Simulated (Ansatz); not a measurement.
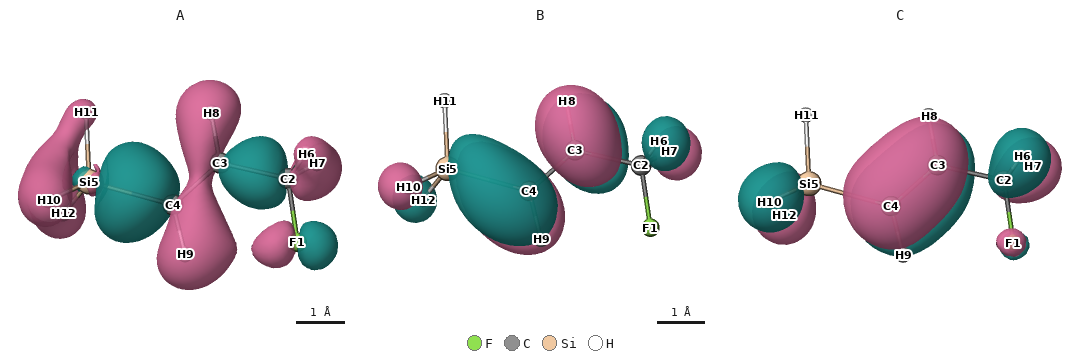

Figure 1: C$_{3}$H$_{7}$FSi (SMILES FCC=C[SiH3]). Three frontier orbitals at ±0.1 Å⁻³ᐟ² (teal and pink are the two phases), in no order.

Geometry: PBE0-D4/def2-TZVP.

All numbers below come from RKS PBE0-D4/def2-TZVPP in Ansatz 0.2.0.

Input file:

```
crystal:
  periodic: [false, false, false]
  atoms:
    - {symbol: F, position_ang: [-1.419317, 2.159490, 0.490417]}
    - {symbol: C, position_ang: [-0.606053, 1.456592, 1.347901]}
    - {symbol: C, position_ang: [0.028116, 0.285412, 0.685878]}
    - {symbol: C, position_ang: [-0.148887, -0.068298, -0.584065]}
    - {symbol: Si, position_ang: [0.677975, -1.545522, -1.341072]}
    - {symbol: H, position_ang: [0.161898, 2.142494, 1.726842]}
    - {symbol: H, position_ang: [-1.213497, 1.129712, 2.201112]}
    - {symbol: H, position_ang: [0.679321, -0.292424, 1.341343]}
    - {symbol: H, position_ang: [-0.811372, 0.549266, -1.187530]}
    - {symbol: H, position_ang: [1.536011, -1.146695, -2.489595]}
    - {symbol: H, position_ang: [1.520090, -2.207093, -0.308447]}
    - {symbol: H, position_ang: [-0.327386, -2.518133, -1.848684]}
basis:
  gaussian: {orbitals: def2-TZVPP}
hamiltonian: {xc: pbe0, dispersion: d4}
output: {orbitals: {seedname: orbitals}}
```

Launched as:

```sh
ansatz run in.yaml --threads 4 --pin off --events-out ev --progress --plain --max-ram 10444MiB
```

### Which picture is the HOMO−1, the HOMO and the LUMO?

A is the HOMO−1 (−9.09 eV). By Hirshfeld shares it lies mainly on C4 (about 30 %), Si5 (about 20 %), C3 (about 10 %), C2 (about 10 %) and H9 (about 5 %). C is the HOMO (−7.80 eV). Its weight (Hirshfeld) is mainly on C4 (about 35 %), C3 (about 30 %) and C2 (about 5 %); π-bonding across C4–C3. B is the LUMO (−0.42 eV). It lies mainly on C3 (about 35 %), C4 (about 30 %), Si5 (about 15 %) and C2 (about 5 %); π-antibonding (π*) across C3–C4.

### What is the HOMO–LUMO gap?

7.38 eV between the orbital energies.
